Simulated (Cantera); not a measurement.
Input: 1 mol HMDSO, 2.1 mol CO2, 2.7 mol N2, equilibrated at 1275 K.

These are equilibrium values from Cantera (NASA tables, ideal gas, pure condensed phases), not measurements of a reactor. Candidate condensed phases: C, C6H6, C7H8, C8H18, H2O, Si, SiC, SiO2, Si2N2O, Si3N4; 151 gas species. The feed counts by its element totals alone. N2 is the only nitrogen source here; it is nearly inert below about 1500 K, so the nitride shown seldom forms there in practice. Mutual solubility and eutectic melting of coexisting phases are not modelled. The tables hold silica as quartz up to 1696 K and as liquid above; real silica turns to tridymite and cristobalite and melts near 1996 K. Kinetics and transport are ignored.

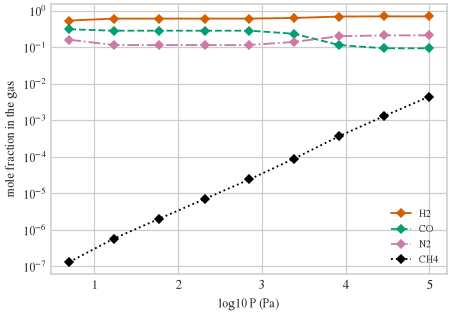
Fig. 1. Equilibrium gas composition (values under 1e-9 drawn at 1e-9)

Q: Read off the mole fractions at 17.0 Pa.

A: H2 about 0.60, CO about 0.28, N2 about 0.11, CH4 about 5.7e-7.
